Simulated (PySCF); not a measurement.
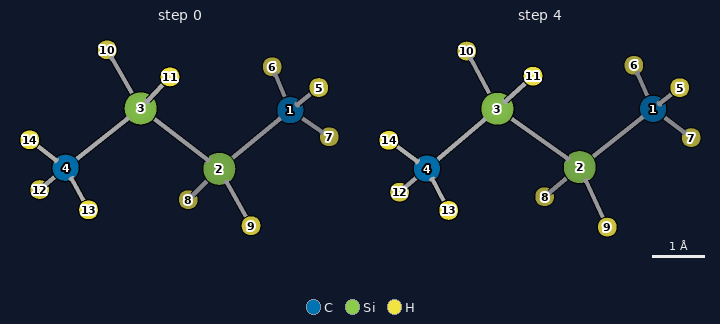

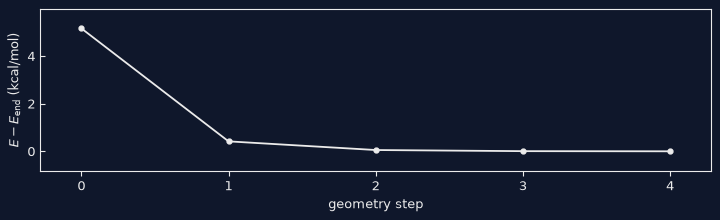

First and last geometry of a relaxation of C$_{2}$H$_{10}$Si$_{2}$, with the history of the run. Style: ball-and-stick. Shown at a tilt.

The start comes from GFN2-xTB. Its atoms were then displaced at random by about 0.01 Å.

Method: PBE0-D3(BJ)/def2-SVP geometry optimisation, gas phase in PySCF 2.14.0, density-fitted response routines. 

Question: What do the curves and the structures tell?

Answer: It converged. The atom that moves furthest after the best rigid fit is H8 (0.10 Å). Largest moves by element: H 0.10 Å, Si 0.06 Å, C 0.06 Å. Among the contacts that change: Si3–C4 1.942 → 1.886 Å, C4–H14 1.050 → 1.100 Å, Si2–H9 1.450 → 1.500 Å, Si2–Si3 2.304 → 2.347 Å. Among the angles between lasting bonds that change: Si2–Si3–H10 113.7° → 109.1°, C4–Si3–H10 105.8° → 109.9°, Si3–Si2–H8 112.8° → 108.9°. After 4 geometry steps the energy has fallen by 5.16 kcal/mol. The run took 23 s on 1 thread of Arm Neoverse V1, on a shared host.
